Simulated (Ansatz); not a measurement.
Input file:

```
crystal:
  periodic: [false, false, false]
  atoms:
    - {symbol: F, position_ang: [-2.185077, -0.148484, 2.736934]}
    - {symbol: "N", position_ang: [-0.482035, 1.730179, 1.401451]}
    - {symbol: N, position_ang: [-0.657792, 0.624461, 0.554759]}
    - {symbol: Sn, position_ang: [-1.875204, -0.959774, 0.953216]}
    - {symbol: H, position_ang: [-1.138852, 1.600206, 2.174869]}
    - {symbol: H, position_ang: [0.447640, 1.677120, 1.827242]}
    - {symbol: H, position_ang: [-0.275302, 0.813080, -0.369550]}
basis:
  gaussian:
    orbitals: def2-TZVPD
hamiltonian:
  xc: {name: PBE0}
output:
  forces: true
  orbitals: {seedname: orbitals}
```

Launched as:

```sh
ansatz run input.yaml --threads 2 --pin off --max-ram 4350MiB --events-out events.jsonl --progress --plain --runs-dir runs
```

Geometry: PBE0-D3(BJ)/def2-SVP; core potentials replace the inner electrons of Sn.

All numbers below come from isolated molecule in a Gaussian basis; Kohn-Sham density functional theory, functional PBE0 (Ansatz).

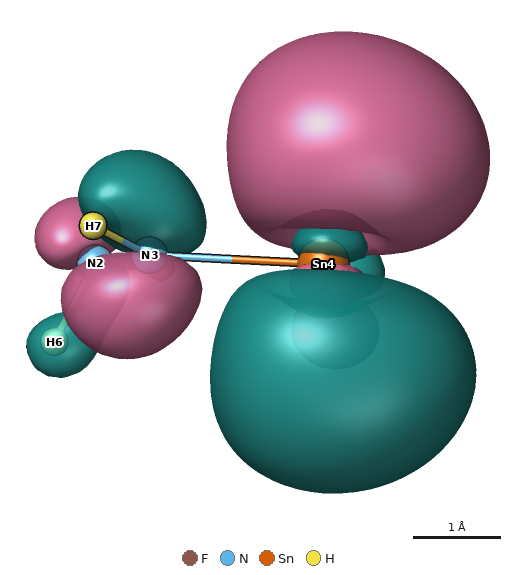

FH3N2Sn (SMILES N[NH][Sn][F]). The LUMO at ±0.08 Å⁻³ᐟ² (teal and pink are the two phases), seen from one side.

**Where does this orbital lie, and at what energy?**

It lies mainly on Sn4 (about 80 %) and N3 (about 10 %). Its energy is −2.04 eV.
